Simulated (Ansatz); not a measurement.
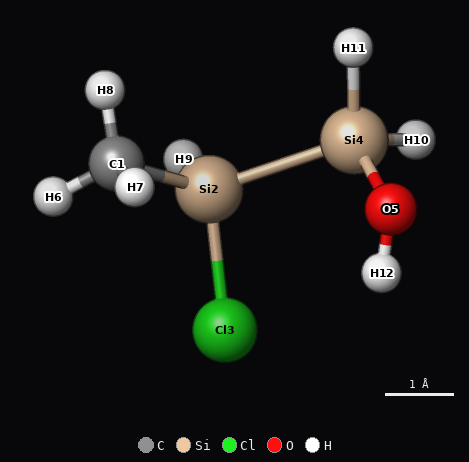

Fig. 1: The structure (ball-and-stick view, seen at a tilt; atoms are numbered from 1 in the order of the input). Bond lengths as drawn: Cl–Si 2.09 Å, C–H 1.09 Å, C–Si 1.86 Å, H–O 0.96 Å, H–Si 1.49 Å, O–Si 1.65 Å and Si–Si 2.35 Å.

Single-point calculation, with input and output: CH₇ClOSi₂

CH₇ClOSi₂, SMILES C[SiH](Cl)[SiH2]O, computed with RHF-CCSD(T), frozen core/def2-TZVPP (Ansatz 0.2.0).

The geometry comes from this level: PBE0-D4/def2-TZVP.

**The input**
```yaml
crystal:
  periodic: [false, false, false]
  atoms:
    - {symbol: C, position_ang: [-1.253555, -0.397336, 1.416225]}
    - {symbol: Si, position_ang: [0.419352, -0.565073, 0.613510]}
    - {symbol: Cl, position_ang: [1.718436, 0.794974, 1.518011]}
    - {symbol: Si, position_ang: [0.496439, 0.079867, -1.643190]}
    - {symbol: O, position_ang: [0.441677, 1.730090, -1.706391]}
    - {symbol: H, position_ang: [-1.185999, -0.575650, 2.491538]}
    - {symbol: H, position_ang: [-1.663544, 0.601473, 1.253869]}
    - {symbol: H, position_ang: [-1.945892, -1.126977, 0.986845]}
    - {symbol: H, position_ang: [0.984981, -1.917662, 0.864707]}
    - {symbol: H, position_ang: [1.737345, -0.463530, -2.266253]}
    - {symbol: H, position_ang: [-0.674624, -0.406076, -2.417019]}
    - {symbol: H, position_ang: [1.002483, 2.190699, -1.077752]}
basis:
  gaussian: {orbitals: def2-TZVPP}
correlation: {method: ccsd_t}
```

Run as:
```bash
ansatz run in.yaml --threads 4 --pin off --events-out ev --progress --plain --max-ram 10444MiB
```

**The program's output**
```
Functional definition: HF
  name "HF"
  cite "Fock, Z. Phys. 61, 126 (1930) doi:10.1007/BF01340294"
  parent pbe
  exchange = exact_x
  correlation = 0
1656 factors; integrals over basis functions are off by at most 1.2e-3 eV
mean field evaluation 1: about -31407.2833 eV, gradient 4.3e1 eV
mean field evaluation 2: about -31407.5887 eV, gradient 4.4e1 eV
mean field evaluation 4: about -31411.8765 eV, gradient 4.3e0 eV
mean field evaluation 8: about -31411.9556 eV, gradient 2.4e-1 eV
mean field evaluation 16: about -31411.9560 eV, gradient 1.6e-6 eV
mean field -31411.95595097 eV, -1154.3680894097 hartree, gradient 1.6e-6 eV, S^2 0.000000; 0 other end points of the search recorded, 0 dependent functions left out
17 core orbitals not correlated: weight in the atoms' cores, before any rotation towards them, 1.000 or more for the frozen orbitals, at most 0.000 for the correlated occupied ones
reference -31411.95595097 eV, -1154.3680894097 hartree; 16, 16 occupied and 253, 253 virtual orbitals, 1656 factors
second order -23.21601148 eV of doubles, -0.00000000 eV of singles
cycle   1  -24.20855790 eV  change   -9.9e-1 eV  update   1.0e-1
cycle   2  -24.78937334 eV  change   -5.8e-1 eV  update   3.0e-2
cycle   3  -24.89993250 eV  change   -1.1e-1 eV  update   1.5e-2
cycle   4  -24.89075810 eV  change    9.2e-3 eV  update   3.3e-3
cycle   5  -24.88897203 eV  change    1.8e-3 eV  update   1.5e-3
cycle   6  -24.88928547 eV  change   -3.1e-4 eV  update   4.3e-4
cycle   7  -24.88911344 eV  change    1.7e-4 eV  update   1.8e-4
cycle   8  -24.88908693 eV  change    2.7e-5 eV  update   6.2e-5
cycle   9  -24.88911462 eV  change   -2.8e-5 eV  update   2.7e-5
```

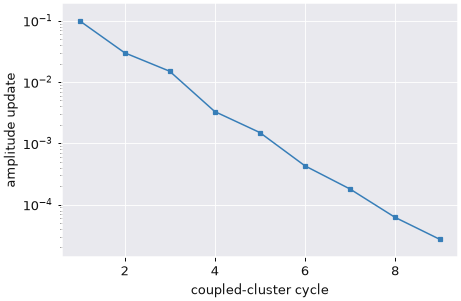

Fig. 2: Convergence of the coupled-cluster equations: amplitude update against the coupled-cluster cycle. The residual falls at every step.

```
perturbative correction -0.94770907 eV, -0.0348276658 hartree
Total energy: -31437.79277466 eV, -1155.3175751673 hartree
```

**Summary**

```tsv
quantity	value
outcome	converged
total energy	−31437.7928 eV
mean-field energy	−31411.9560 eV
CCSD correlation	−24.8891 eV
(T) correction	−0.9477 eV
T1 diagnostic	0.011
SCF solution under orbital rotations	stable
hardware	4 threads of Arm Neoverse V1, 23 GiB of memory available, shared host
wall time	4.7 min (CPU time 18 min)
peak memory	8.1 GiB
```
